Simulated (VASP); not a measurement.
Energy against volume of Li₂O (antifluorite). Calculation: revPBE GGA, VASP's PBE PAW potentials (set 64) (plane waves; VASP 6.6.1).

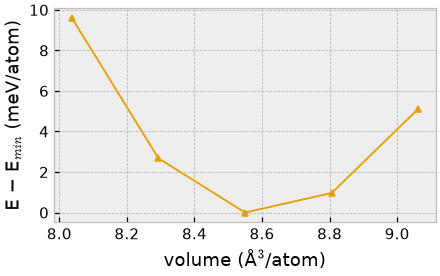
*Energy against volume*

**Question.** Estimate the equilibrium volume and the bulk modulus.

**Answer.** The minimum lies near 8.6 Å³/atom, and the curvature gives B0 of about 74 GPa.

The compound is Li2O in the antifluorite structure. It was relaxed first.
